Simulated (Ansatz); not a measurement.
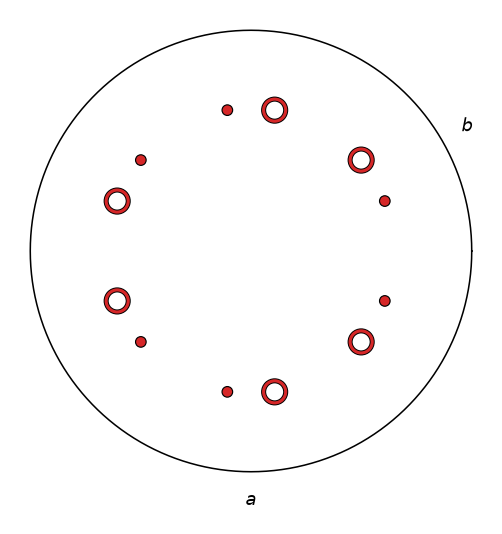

Stereographic projection: filled dots lie in the upper hemisphere, open rings in the lower. The c axis points at the viewer. The poles are all faces of one general form. Computed from the symmetry operations of a computed or model structure of composition Sr2CdSe2O6, which need not be its known form.

### Which point group is this?

-3m (D3d), order 12, trigonal system: one threefold axis, three twofold axes, three mirror planes, an inversion centre.

### Can such a crystal be piezoelectric, pyroelectric or chiral?

It is centrosymmetric, so neither piezoelectric nor pyroelectric; it is not chiral.
